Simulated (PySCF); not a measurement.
**C2H5B2N: electronic excitations at several levels of theory**

Aim: compute the electronic excitations of C2H5B2N (`C#CBBN`) at several levels, and see how far they spread and what each costs.

Computed with PySCF 2.14.0, with density-fitted response routines of our own, on a single molecule in the gas phase. Atoms are numbered from 0 throughout.

## 1. The molecule as given

10 atoms, charge 0, multiplicity 1; geometry from: GFN2-xTB. The atoms were then displaced at random by about 0.01 Å, so the start is not that level's minimum.

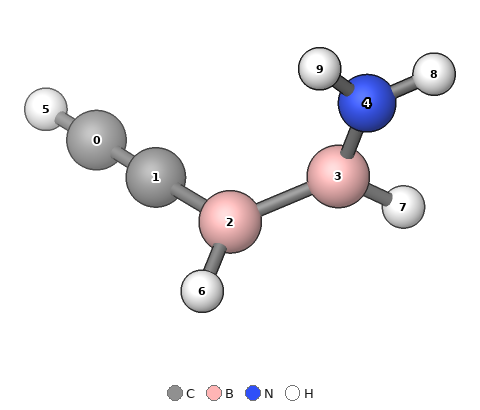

The starting geometry (carbon grey, boron pink, nitrogen blue, hydrogen white), atoms numbered.

## 2. Relaxing the molecule at PBE0-D3(BJ)/def2-SVP

What the job is given:

```
{"job": {"xc": "PBE0", "basis": "def2-SVP", "d3": "d3bj", "grid": 1, "shake": 0.01, "kind": "geom"}, "charge": 0, "multiplicity": 1}
C      2.722560    -0.335390     0.378510
C      1.668980     0.054450    -0.144170
B      0.364470     0.505710    -0.773990
B     -1.013190    -0.267800    -0.449290
N     -1.895230     0.039280     0.595220
H      3.596300    -0.622820     0.819200
H      0.477860     1.408890    -1.517760
H     -1.401200    -1.148950    -1.144890
H     -2.763280    -0.421730     0.812790
H     -1.706840     0.767440     1.289620
```

The run is started by

```console
$ OMP_NUM_THREADS=1 python probes_run.py task.json out
```

One launch serves the whole session: the jobs run in the order shown.

The log of the run:

```text
step   0  E = -183.24909455  max force = 0.071605
step   1  E = -183.25571102  max force = 0.013530
step   2  E = -183.25632575  max force = 0.005659
step   3  E = -183.25663477  max force = 0.003942
step   4  E = -183.25674807  max force = 0.002812
step   5  E = -183.25679894  max force = 0.000544
step   6  E = -183.25681141  max force = 0.000347
optimisation converged
```

It took 19 s on 1 thread of Arm Neoverse V1, shared host; peak memory 0.38 GiB.

Step by step:

```csv
step,energy from step 0 (eV),largest force component (eV/Å)
0,0.0000,3.6821
1,-0.1800,0.6957
2,-0.1968,0.2910
3,-0.2052,0.2027
4,-0.2083,0.1446
5,-0.2096,0.0280
6,-0.2100,0.0178
```

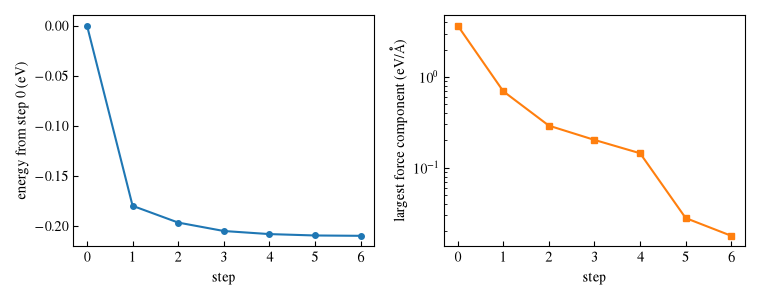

Energy and largest force along the relaxation.

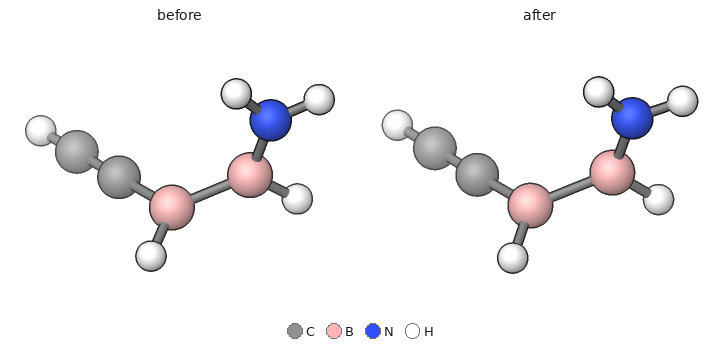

The geometry before (left) and after (right).

Close pairs (by a distance rule), those that changed most:

```csv
bond,before (Å),after (Å),change (Å)
B2–B3,1.613,1.690,+0.077
C0–H5,1.020,1.076,+0.056
B2–H6,1.175,1.215,+0.039
B3–H7,1.188,1.219,+0.032
C0–C1,1.239,1.222,-0.017
N4–H9,1.024,1.012,-0.012
B3–N4,1.401,1.391,-0.010
N4–H8,1.007,1.012,+0.005
```

The end geometry stands in the next job.

```csv
at the end point,value
point group (found at 0.08 Å tolerance),C1
"rotational constants (GHz, main isotopes)","15.853, 2.279, 2.116"
dipole moment (D),2.19
```

## 3. TDDFT and polarisability: PBE0/def2-TZVP

What the job is given:

```
{"job": {"kind": "uv", "xc": "PBE0", "basis": "def2-TZVP"}, "charge": 0, "multiplicity": 1}
C      2.745008    -0.303312     0.426170
C      1.712808     0.054481    -0.121887
B      0.415360     0.489761    -0.766309
B     -1.060886    -0.264163    -0.435276
N     -1.931250     0.050231     0.603522
H      3.656588    -0.612769     0.906402
H      0.482465     1.377798    -1.592422
H     -1.404830    -1.157698    -1.190423
H     -2.814216    -0.424022     0.743320
H     -1.751527     0.768478     1.292846
```

Level: TDDFT PBE0/def2-TZVP, vertical, gas phase, core orbitals frozen in the response.

The log of the run:

```text
coarse grid: 8512 points
cycle   1  E = -183.4120949056  dE =  3.544e-01  |g| = 4.395e-01  |ddm| = 2.588e+00
cycle   2  E = -183.3889176630  dE =  2.318e-02  |g| = 5.434e-01  |ddm| = 8.002e-01
cycle   3  E = -183.4557119007  dE = -6.679e-02  |g| = 1.719e-01  |ddm| = 4.372e-01
cycle   4  E = -183.4627599315  dE = -7.048e-03  |g| = 4.698e-02  |ddm| = 1.108e-01
cycle   5  E = -183.4632386063  dE = -4.787e-04  |g| = 2.007e-02  |ddm| = 3.445e-02
cycle   6  E = -183.4633399584  dE = -1.014e-04  |g| = 2.395e-03  |ddm| = 1.303e-02
cycle   7  E = -183.4633415071  dE = -1.549e-06  |g| = 7.248e-04  |ddm| = 3.086e-03
final grid: 82688 points
cycle   8  E = -183.4529331913  dE = -3.655e-05  |g| = 6.428e-03  |ddm| = 7.250e-02
cycle   9  E = -183.4529277496  dE =  5.442e-06  |g| = 8.218e-03  |ddm| = 9.488e-03
cycle  10  E = -183.4529420653  dE = -1.432e-05  |g| = 1.298e-03  |ddm| = 4.756e-03
cycle  11  E = -183.4529424373  dE = -3.719e-07  |g| = 5.998e-04  |ddm| = 1.123e-03
cycle  12  E = -183.4529425223  dE = -8.503e-08  |g| = 1.837e-04  |ddm| = 3.744e-04
cycle  13  E = -183.4529425305  dE = -8.208e-09  |g| = 2.747e-05  |ddm| = 1.297e-04
cycle  14  E = -183.4529425307  dE = -2.212e-10  |g| = 9.747e-06  |ddm| = 3.014e-05
converged SCF energy = -183.4529425307

Static polarisability (au): isotropic 60.171, principal 44.948 51.142 84.422

Singlet excitations
state   eV       nm        f      main configurations
  1   3.4756    356.7   0.00220   H->L 0.98
  2   5.1302    241.7   0.02843   H-3->L 0.62, H-1->L 0.26
  3   5.3077    233.6   0.00917   H-2->L 0.89
  4   5.3912    230.0   0.03923   H-1->L 0.46, H-3->L 0.30, H->L+1 0.11
  5   6.1500    201.6   0.04440   H->L+1 0.76, H->L+3 0.09
  6   6.7517    183.6   0.01361   H-4->L 0.85, H-5->L 0.09
  7   7.1105    174.4   0.00183   H-1->L+1 0.49, H-1->L+3 0.21, H->L+2 0.20
  8   7.1806    172.7   0.00772   H->L+2 0.69, H-1->L+1 0.18
  9   7.5182    164.9   0.07515   H-5->L 0.63, H-3->L+1 0.14
 10   7.6146    162.8   0.00700   H-3->L+1 0.61, H-5->L 0.13

Triplet excitations (Tamm-Dancoff, eV): 2.9968 3.8324 4.5480 5.1446
```

Wall time 17 s (1 thread of Arm Neoverse V1, shared host); peak memory 0.74 GiB.

The orbitals next to the gap, with their largest atomic shares:

```
orbital     eV                      atoms
 HOMO−3  -8.86  C1 25 %, B3 22 %, C0 20 %
 HOMO−2  -8.59           N4 69 %, B3 22 %
 HOMO−1  -8.48   C1 43 %, C0 41 %, B2 9 %
   HOMO  -7.26  C0 32 %, B2 19 %, C1 18 %
   LUMO  -2.07  B2 49 %, C0 23 %, C1 13 %
 LUMO+1   0.18  B3 51 %, B2 17 %, N4 13 %
 LUMO+2   1.04  H8 22 %, H9 22 %, B3 21 %
```

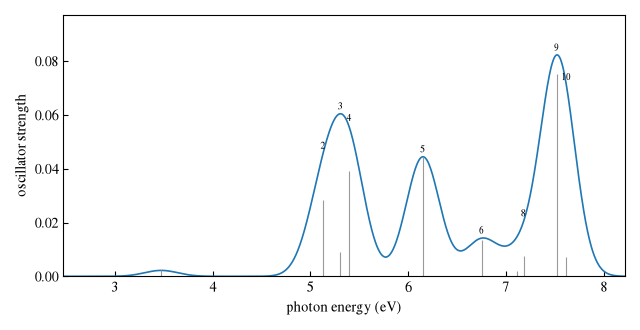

Absorption spectrum from the 10 singlet states computed; above the last one it falls off for lack of states. Lines are broadened to a width of 0.40 eV (Gaussian).

Ground-state properties from the same run:

```csv
property,computed
dipole moment (D),1.99
polarisability (Å³),8.92
HOMO–LUMO gap (eV),5.20
−ε(HOMO) (eV),7.26
```

## 4. Excited states and response: PBE0/aug-cc-pVDZ

Same as in step 3 but for these lines:

```diff
@@ -1,2 +1,2 @@
-{"job": {"kind": "uv", "xc": "PBE0", "basis": "def2-TZVP"}, "charge": 0, "multiplicity": 1}
+{"job": {"kind": "uv", "xc": "PBE0", "basis": "aug-cc-pVDZ"}, "charge": 0, "multiplicity": 1}
 C      2.745008    -0.303312     0.426170
```

Level: TDDFT PBE0/aug-cc-pVDZ, vertical, gas phase, core orbitals frozen in the response.

The log of the run:

```text
coarse grid: 8512 points
cycle   1  E = -183.3495804961  dE =  3.790e-01  |g| = 4.026e-01  |ddm| = 1.361e+01
cycle   2  E = -183.3253697789  dE =  2.421e-02  |g| = 5.164e-01  |ddm| = 3.083e+00
cycle   3  E = -183.3889105799  dE = -6.354e-02  |g| = 1.600e-01  |ddm| = 1.130e+00
cycle   4  E = -183.3953957419  dE = -6.485e-03  |g| = 3.804e-02  |ddm| = 3.513e-01
cycle   5  E = -183.3957173488  dE = -3.216e-04  |g| = 1.688e-02  |ddm| = 1.015e-01
cycle   6  E = -183.3957921001  dE = -7.475e-05  |g| = 2.110e-03  |ddm| = 4.191e-02
cycle   7  E = -183.3957935392  dE = -1.439e-06  |g| = 5.636e-04  |ddm| = 9.100e-03
final grid: 82688 points
cycle   8  E = -183.4073417727  dE = -1.924e-05  |g| = 6.204e-03  |ddm| = 1.452e-01
cycle   9  E = -183.4073367019  dE =  5.071e-06  |g| = 8.045e-03  |ddm| = 4.520e-02
cycle  10  E = -183.4073516723  dE = -1.497e-05  |g| = 1.087e-03  |ddm| = 1.732e-02
cycle  11  E = -183.4073519867  dE = -3.143e-07  |g| = 3.914e-04  |ddm| = 4.038e-03
cycle  12  E = -183.4073520220  dE = -3.537e-08  |g| = 1.364e-04  |ddm| = 8.839e-04
cycle  13  E = -183.4073520266  dE = -4.586e-09  |g| = 2.785e-05  |ddm| = 3.057e-04
cycle  14  E = -183.4073520269  dE = -2.593e-10  |g| = 8.307e-06  |ddm| = 1.370e-04
converged SCF energy = -183.4073520269

Static polarisability (au): isotropic 64.169, principal 49.522 55.597 87.387

Singlet excitations
state   eV       nm        f      main configurations
  1   3.4650    357.8   0.00215   H->L 0.98
  2   5.1187    242.2   0.02836   H-3->L 0.61, H-1->L 0.26
  3   5.2900    234.4   0.00986   H-2->L 0.89
  4   5.3779    230.5   0.03799   H-1->L 0.46, H-3->L 0.30, H->L+2 0.08
  5   6.0534    204.8   0.04013   H->L+2 0.51, H->L+1 0.25
  6   6.3385    195.6   0.00120   H->L+1 0.67, H->L+2 0.26
  7   6.7314    184.2   0.02140   H->L+3 0.64, H-4->L 0.23
  8   6.7399    184.0   0.00778   H-4->L 0.62, H->L+3 0.26
  9   7.0067    177.0   0.14361   H->L+5 0.40, H->L+4 0.38
 10   7.0278    176.4   0.03820   H->L+4 0.45, H->L+5 0.43

Triplet excitations (Tamm-Dancoff, eV): 2.9907 3.8335 4.5446 5.1246
```

Wall time 15 s (1 thread of Arm Neoverse V1, shared host); peak memory 0.73 GiB.

This run: HOMO -7.26 eV, LUMO -2.10 eV; lowest singlet 3.46 eV.

## 5. Ultraviolet spectrum: PBE0/def2-TZVPD

Same as in step 4 but for these lines:

```diff
@@ -1,2 +1,2 @@
-{"job": {"kind": "uv", "xc": "PBE0", "basis": "aug-cc-pVDZ"}, "charge": 0, "multiplicity": 1}
+{"job": {"kind": "uv", "xc": "PBE0", "basis": "def2-TZVPD"}, "charge": 0, "multiplicity": 1}
 C      2.745008    -0.303312     0.426170
```

Method: TDDFT PBE0/def2-TZVPD, vertical, gas phase, core orbitals frozen in the response.

The log of the run:

```text
coarse grid: 8512 points
cycle   1  E = -183.4129914653  dE =  3.543e-01  |g| = 4.388e-01  |ddm| = 3.529e+00
cycle   2  E = -183.3886189143  dE =  2.437e-02  |g| = 5.464e-01  |ddm| = 8.948e-01
cycle   3  E = -183.4566174147  dE = -6.800e-02  |g| = 1.705e-01  |ddm| = 4.203e-01
cycle   4  E = -183.4635362401  dE = -6.919e-03  |g| = 4.752e-02  |ddm| = 1.235e-01
cycle   5  E = -183.4640265867  dE = -4.903e-04  |g| = 2.016e-02  |ddm| = 4.076e-02
cycle   6  E = -183.4641288440  dE = -1.023e-04  |g| = 2.401e-03  |ddm| = 1.488e-02
cycle   7  E = -183.4641303965  dE = -1.553e-06  |g| = 7.308e-04  |ddm| = 2.957e-03
final grid: 82688 points
cycle   8  E = -183.4537094515  dE = -3.766e-05  |g| = 6.414e-03  |ddm| = 1.081e-01
cycle   9  E = -183.4537038944  dE =  5.557e-06  |g| = 8.236e-03  |ddm| = 1.112e-02
cycle  10  E = -183.4537183170  dE = -1.442e-05  |g| = 1.299e-03  |ddm| = 5.207e-03
cycle  11  E = -183.4537186875  dE = -3.704e-07  |g| = 6.049e-04  |ddm| = 1.168e-03
cycle  12  E = -183.4537187740  dE = -8.649e-08  |g| = 1.862e-04  |ddm| = 3.932e-04
cycle  13  E = -183.4537187824  dE = -8.420e-09  |g| = 2.812e-05  |ddm| = 1.509e-04
cycle  14  E = -183.4537187826  dE = -2.318e-10  |g| = 9.981e-06  |ddm| = 3.797e-05
converged SCF energy = -183.4537187826

Static polarisability (au): isotropic 64.128, principal 49.630 55.574 87.180

Singlet excitations
state   eV       nm        f      main configurations
  1   3.4713    357.2   0.00217   H->L 0.98
  2   5.1229    242.0   0.02887   H-3->L 0.62, H-1->L 0.27
  3   5.3068    233.6   0.01109   H-2->L 0.88, H-1->L 0.09
  4   5.3766    230.6   0.03513   H-1->L 0.43, H-3->L 0.31, H->L+1 0.11
  5   6.0665    204.4   0.04244   H->L+1 0.69
  6   6.5378    189.6   0.00220   H->L+2 0.84, H->L+1 0.10
  7   6.7449    183.8   0.01581   H-4->L 0.85, H-5->L 0.09
  8   7.0430    176.0   0.01232   H->L+3 0.62, H-1->L+1 0.18
  9   7.0744    175.3   0.01225   H-1->L+1 0.44, H->L+3 0.26, H-1->L+4 0.14
 10   7.3459    168.8   0.24754   H->L+4 0.66

Triplet excitations (Tamm-Dancoff, eV): 2.9941 3.8310 4.5441 5.1280
```

Run time: 25 s. Hardware: 1 thread of Arm Neoverse V1, shared host; peak memory 0.84 GiB.

In short: HOMO -7.28 eV, LUMO -2.10 eV; lowest singlet 3.47 eV.

## 6. Ultraviolet spectrum: PBE0/6-31+G*

Same as in step 5 but for these lines:

```diff
@@ -1,2 +1,2 @@
-{"job": {"kind": "uv", "xc": "PBE0", "basis": "def2-TZVPD"}, "charge": 0, "multiplicity": 1}
+{"job": {"kind": "uv", "xc": "PBE0", "basis": "6-31+G*"}, "charge": 0, "multiplicity": 1}
 C      2.745008    -0.303312     0.426170
```

With the program's defaults for keys left out, this is: TDDFT PBE0/6-31+G*, vertical, gas phase, core orbitals frozen in the response.

The log of the run:

```text
coarse grid: 8512 points
cycle   1  E = -183.3759486906  dE =  3.752e-01  |g| = 4.108e-01  |ddm| = 3.620e+00
cycle   2  E = -183.3554302706  dE =  2.052e-02  |g| = 5.079e-01  |ddm| = 2.411e+00
cycle   3  E = -183.4167411176  dE = -6.131e-02  |g| = 1.648e-01  |ddm| = 1.354e+00
cycle   4  E = -183.4236175649  dE = -6.876e-03  |g| = 3.831e-02  |ddm| = 1.753e-01
cycle   5  E = -183.4239492452  dE = -3.317e-04  |g| = 1.681e-02  |ddm| = 1.070e-01
cycle   6  E = -183.4240226751  dE = -7.343e-05  |g| = 2.196e-03  |ddm| = 2.911e-02
cycle   7  E = -183.4240241737  dE = -1.499e-06  |g| = 6.132e-04  |ddm| = 8.309e-03
final grid: 82688 points
cycle   8  E = -183.3868268443  dE = -1.689e-05  |g| = 6.218e-03  |ddm| = 4.155e-02
cycle   9  E = -183.3868215291  dE =  5.315e-06  |g| = 8.126e-03  |ddm| = 2.074e-02
cycle  10  E = -183.3868368445  dE = -1.532e-05  |g| = 1.088e-03  |ddm| = 9.005e-03
cycle  11  E = -183.3868371565  dE = -3.119e-07  |g| = 4.120e-04  |ddm| = 3.118e-03
cycle  12  E = -183.3868371968  dE = -4.034e-08  |g| = 1.271e-04  |ddm| = 4.616e-04
cycle  13  E = -183.3868372007  dE = -3.918e-09  |g| = 2.759e-05  |ddm| = 1.706e-04
cycle  14  E = -183.3868372010  dE = -2.492e-10  |g| = 8.173e-06  |ddm| = 8.975e-05
converged SCF energy = -183.3868372010

Static polarisability (au): isotropic 58.120, principal 42.364 49.051 82.944

Singlet excitations
state   eV       nm        f      main configurations
  1   3.4845    355.8   0.00221   H->L 0.98
  2   5.1450    241.0   0.02798   H-3->L 0.61, H-1->L 0.24, H-2->L 0.09
  3   5.2913    234.3   0.01020   H-2->L 0.88
  4   5.3990    229.6   0.04068   H-1->L 0.48, H-3->L 0.29
  5   6.1331    202.2   0.04375   H->L+1 0.50, H->L+2 0.28
  6   6.4459    192.3   0.00180   H->L+2 0.56, H->L+1 0.38
  7   6.7801    182.9   0.01658   H-4->L 0.85, H-5->L 0.09
  8   6.9217    179.1   0.01478   H->L+3 0.90
  9   7.0919    174.8   0.07232   H-1->L+1 0.30, H->L+4 0.27, H-1->L+2 0.16
 10   7.1526    173.3   0.16490   H->L+4 0.53, H-1->L+2 0.12

Triplet excitations (Tamm-Dancoff, eV): 3.0130 3.8341 4.5669 5.1397
```

It took 8.2 s on 1 thread of Arm Neoverse V1, shared host; peak memory 0.5 GiB.

In short: HOMO -7.23 eV, LUMO -2.04 eV; lowest singlet 3.48 eV.

## 7. Run by run: electronic excitations

Excitations and ground-state properties, with basis size and wall time:

```csv
run,lowest singlet (eV),brightest (eV),f,gap (eV),α (Å³),μ (D),functions,time
PBE0/def2-TZVP,3.48,7.52,0.075,5.20,8.92,1.99,185,17 s
PBE0/aug-cc-pVDZ,3.46,7.01,0.144,5.17,9.51,1.93,160,15 s
PBE0/def2-TZVPD,3.47,7.35,0.248,5.18,9.50,1.93,230,25 s
PBE0/6-31+G*,3.48,7.15,0.165,5.19,8.61,2.02,100,8.2 s
```

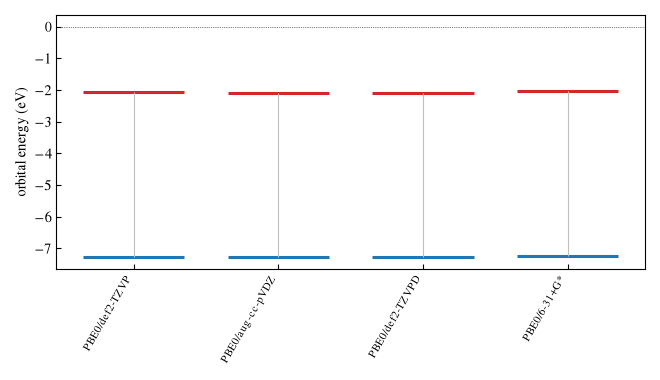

HOMO (blue) and LUMO (red) run by run.

## 8. Outcome

| quantity | value |
| --- | --- |
| point group | C1 |
| rotational constants (main isotopes) | 15.85, 2.28, 2.12 GHz |
| lowest singlet (PBE0/def2-TZVP) | 3.48 eV (357 nm), f = 0.002 |
| brightest single state of those computed | state 9, 7.52 eV, f = 0.075 |
| lowest triplet | 3.00 eV |
| range of the lowest singlet | 3.46 to 3.48 eV |

Single values in the summary come from the first sound run of each kind (PBE0/def2-TZVP), which need not be the best level. The start of the PBE0/def2-SVP relaxation was shaken at random by about 0.01 Å, so part of the energy gained, and of the first lengths quoted, undoes that. Over 6 steps the energy fell by 0.210 eV; of the close pairs, B2–B3 changed most, 1.613 to 1.690 Å. No frequency check was run at this level, so the end point may be a saddle. The lowest singlet, at 3.48 eV, is HOMO→LUMO 0.98 and is weak; of the 10 states computed, the strongest absorption comes from state 9 at 7.52 eV. The lowest triplet lies 0.48 eV below the lowest singlet (triplets in Tamm-Dancoff, singlets in full TDDFT). At PBE0/def2-TZVP, states above −ε(HOMO) (7.26 eV) lie where TDDFT describes them poorly and they hang on the basis; the brightest is among them. The basis of PBE0/def2-TZVP has no diffuse functions, so Rydberg states are missing and the high states are unreliable. The lowest singlet runs from 3.46 eV (PBE0/aug-cc-pVDZ) to 3.48 eV (PBE0/6-31+G*), while the orbital gap spans 5.17 to 5.20 eV. The lowest state need not be the same one in every run.
